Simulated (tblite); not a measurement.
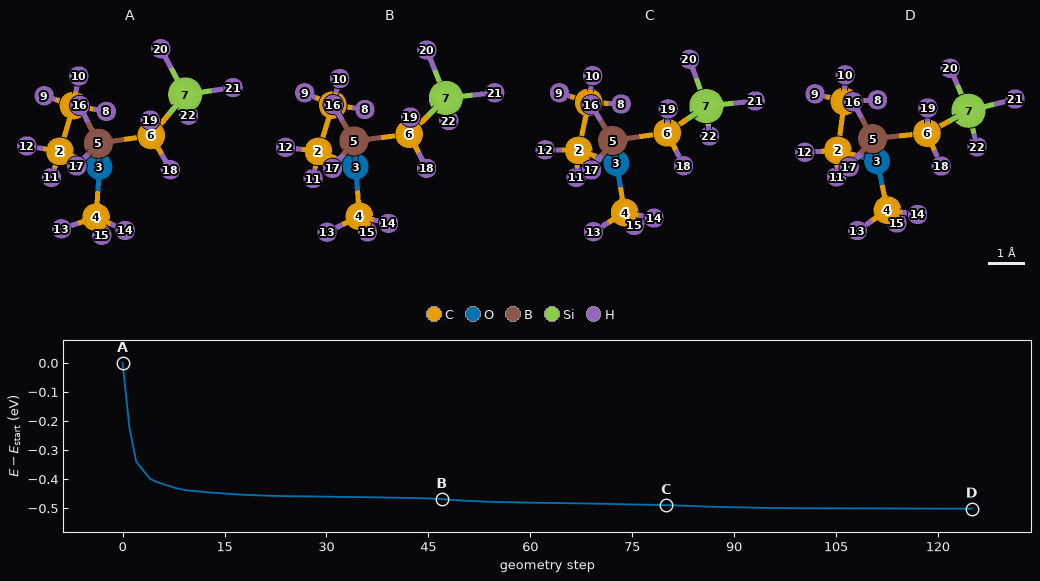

Frames of a relaxation of C₄H₁₅BOSi, marked on the history of the run. A ball-and-stick model, seen from a free direction.

Computed with tblite 0.8.0, GFN2-xTB geometry optimisation, gas phase. 

> Describe the path.

After 125 geometry steps the energy has fallen by 0.501 eV. An H atom moves most after the best rigid fit: 0.95 Å. Largest moves by element: H 0.95 Å, Si 0.47 Å, C 0.40 Å, B 0.29 Å, O 0.17 Å. Among the contacts that change: B–O 1.507 → 1.694 Å, C–H 1.123 → 1.094 Å, C–O 1.436 → 1.413 Å, C–C 1.540 → 1.520 Å. Bond angles that change, for instance: O–B–H 112.1° → 104.3°, C–B–H 108.5° → 115.9°, H–B–H 105.8° → 113.2°. Groups turn about B–C by about 25°. From step 0 to 47: an H atom moves most (0.25 Å), energy −0.468 eV. From step 47 to 80: an H atom moves most (0.44 Å), energy −0.021 eV. From step 80 to 125: an H atom moves most (0.42 Å), energy −0.012 eV.
